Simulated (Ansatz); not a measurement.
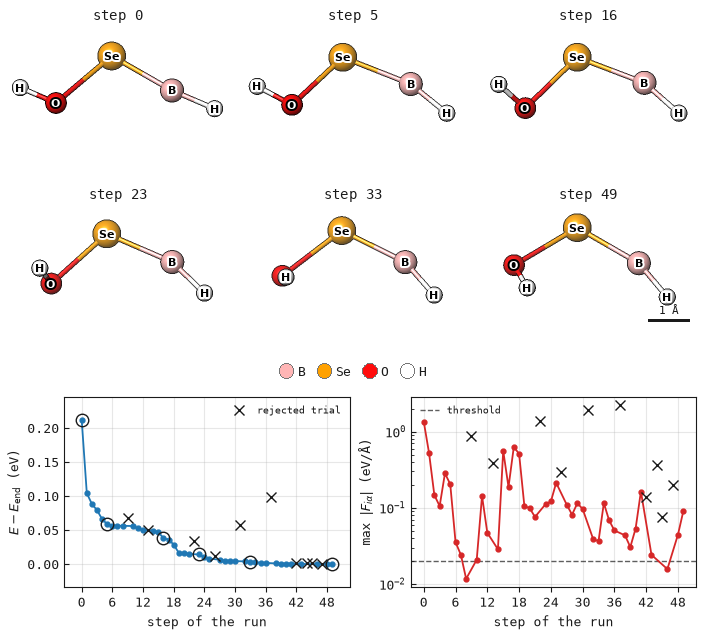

Frames of a relaxation of BH₂SeO (multiplicity 2), marked on the history of the run. Style: ball-and-stick. Shown at a tilt.

The run prepares an end point of a later path (hydrogen shift) calculation, from a guessed geometry.

These are results of UKS r2SCAN-D4/def2-SVP in Ansatz, not measurements. Set-up: collinear spin; force threshold 0.02 eV/Å; at most 50 steps.

Describe the path.

Answer. The relaxation stopped without meeting its thresholds, so the last structure isn't shown to be converged. It used up its limit of 50 steps. The atom that moves furthest after the best rigid fit is an H atom (1.12 Å). By element the largest moves are H 1.12 Å, O 0.67 Å, Se 0.27 Å, B 0.19 Å. Among the contacts that change: O–Se 2.005 → 1.909 Å, B–Se 1.739 → 1.798 Å, B–H 1.145 → 1.193 Å, H–O 0.958 → 0.975 Å. Bond angles that change, for instance: Se–B–H 172.3° → 158.6°, B–Se–O 101.6° → 111.1°, Se–O–H 109.4° → 105.1°. Groups turn about O–Se by about 160°. After 39 accepted moves (49 points after the start) the energy has fallen by 0.212 eV. Largest force component: 1.3 eV/Å at the start, 0.09 eV/Å at the end. The line search rejected the trial steps at points 9, 13, 22, 26, 31, 37, 42, 44 and more of the run. The forces were under the threshold at step 8, but the run went on from there. From step 0 to 5: the B atom moves most (0.21 Å), energy −0.153 eV. From step 5 to 16: an H atom moves most (0.34 Å), energy −0.021 eV. From step 16 to 23: an H atom moves most (0.35 Å), energy −0.024 eV. From step 23 to 33: an H atom moves most (0.33 Å), energy −0.011 eV. From step 33 to 49: an H atom moves most (0.26 Å), energy −0.003 eV.

```
step  E − E(0), eV  largest force component, eV/Å      note
   0        0.0000                         1.3485          
   1       -0.1078                         0.5214          
   2       -0.1236                         0.1465          
   3       -0.1327                         0.1055          
   4       -0.1459                         0.2836          
   5       -0.1533                         0.2041          
   6       -0.1553                         0.0353          
   7       -0.1556                         0.0242          
   8       -0.1557                         0.0117          
   9       -0.1449                         0.8755  rejected
  10       -0.1559                         0.0208          
  12       -0.1618                         0.0470          
  14       -0.1627                         0.0285          
  16       -0.1739                         0.1873          
  18       -0.1832                         0.5112          
  20       -0.1958                         0.0989          
  22       -0.1773                         1.3681  rejected
  24       -0.2017                         0.1211          
  26       -0.1997                         0.2930  rejected
  28       -0.2069                         0.0813          
  31       -0.1538                         1.8953  rejected
  33       -0.2091                         0.0366          
  35       -0.2101                         0.0683          
  37       -0.1139                         2.2075  rejected
  39       -0.2111                         0.0305          
  41       -0.2112                         0.1636          
  43       -0.2117                         0.0241          
  45       -0.2107                         0.0753  rejected
  47       -0.2118                         0.1972  rejected
  49       -0.2122                         0.0897
```
